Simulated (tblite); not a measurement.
# Geometry relaxation, with input and output: Al$_{2}$HCl$_{3}$F$_{2}$ (part 3 of 3)

Al$_{2}$HCl$_{3}$F$_{2}$; GFN2-xTB geometry optimisation, gas phase (tblite 0.8.0). It belongs to a series of runs on one base structure; here: H on Al replaced by F.

Geometry of the input (Å):
```
F  -2.1887  0.5210  -1.2443
Al -1.4680  -0.4800  0.0580
Cl -0.0751  0.6492  1.3994
Al 1.3841  0.3977  -0.2593
F  0.9890  1.5692  -1.5333
Cl 3.4744  0.2566  0.3524
Cl 0.3687  -1.5543  -0.6056
H  -2.4754  -1.3500  0.9127
```

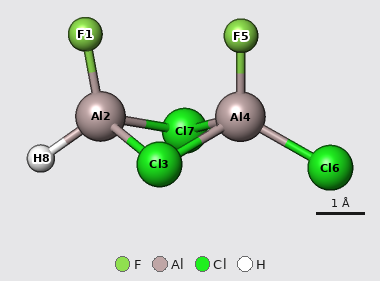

*The input geometry (ball-and-stick view, seen at a tilt; atoms are numbered from 1 in the order of the input). Sticks mark near contacts.*

Results in brief:

| quantity | value |
| --- | --- |
| outcome | converged |
| total energy | −713.0275 eV |
| hardware | 1 CPU thread, shared host |
| wall time | 0.93 s |
| peak memory | 0.18 GiB |
